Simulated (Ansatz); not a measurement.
**BF$_{2}$H$_{3}$Si: density, localisation and related maps**

| atom | x (Å) | y (Å) | z (Å) |
| --- | --- | --- | --- |
| F | -1.4426 | 0.8074 | -1.4627 |
| B | -0.4253 | 0.9462 | -0.6191 |
| Si | 0.3182 | -0.6252 | 0.4407 |
| F | -0.4782 | -2.0270 | 0.1051 |
| H | 0.0492 | 2.0701 | -0.5047 |
| H | 1.7791 | -0.8193 | 0.1217 |
| H | 0.1996 | -0.3522 | 1.9190 |

These are results of Ansatz, RKS PBE/def2-SVP, not measurements.

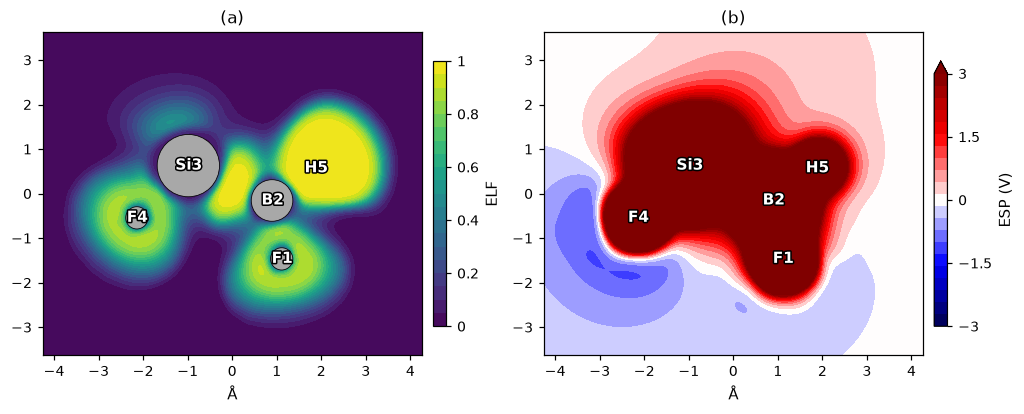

Figure 1. (a) electron localisation function; (b) electrostatic potential on the plane of atoms F1, B2 and H5. Grey discs cover the atomic cores in the ELF map.

> What does the map show?

The plane passes through F, B, Si and H nuclei. B–F (1.33 Å): the ELF peaks at about 0.85 between the atoms: a shared but strongly polarised pair. Si–F (1.65 Å): the ELF peaks at about 0.85 in the valence shell of F, 0.6 Å from its nucleus, and is about 0.50 at the midpoint. Si–B (2.04 Å): the ELF peaks at about 1 between the atoms, as expected for a covalent bond. B–H (1.23 Å): the ELF climbs to about 1 towards the hydrogen, as it does in any bond to H: a covalent bond by its length. The ELF also peaks beside F1 and F4, away from the bonds: lone-pair regions. Outside the dense part of the molecule the potential is most negative (−1.0 V) near F4.

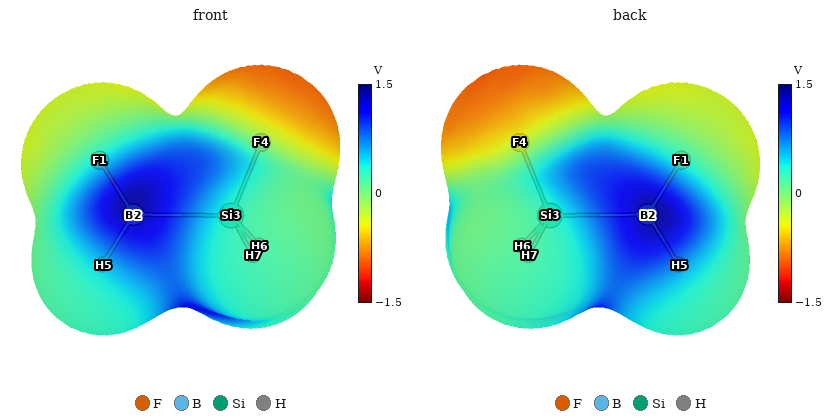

Figure 2. The electrostatic potential painted on the density surface at 0.001 e/bohr³, seen from the front and from behind; the colour scale runs from red (negative) to blue (positive).

> Which sites attract a positive test charge, and which a negative one?

A positive charge is drawn to the negative regions and a negative charge to the positive ones. The most negative region (about −0.9 V) lies over F4, the most positive (about +1.4 V) over B2.

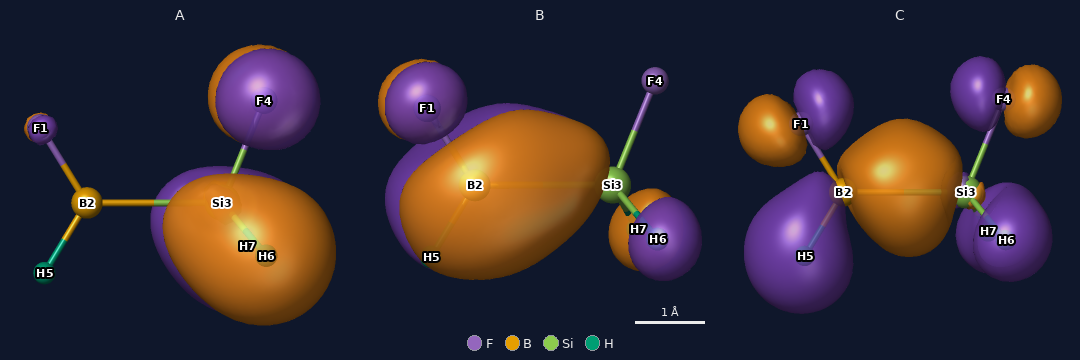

Figure 3. Three frontier orbitals at ±0.1 Å⁻³ᐟ² (orange and purple are the two phases), in no order.

> Which picture is the HOMO−1, the HOMO and the LUMO?

A is the HOMO−1 (−8.13 eV). By Hirshfeld shares it lies mainly on Si3 (about 30 %), F4 (about 30 %), H7 (about 20 %) and H6 (about 20 %). C is the HOMO (−6.85 eV). It lies mainly on B2 (about 25 %), Si3 (about 25 %), F1 (about 15 %), H5 (about 15 %) and F4 (about 10 %). B is the LUMO (−2.87 eV). It lies mainly on B2 (about 55 %) and F1 (about 15 %).

> What is the HOMO–LUMO gap?

3.98 eV between the orbital energies.
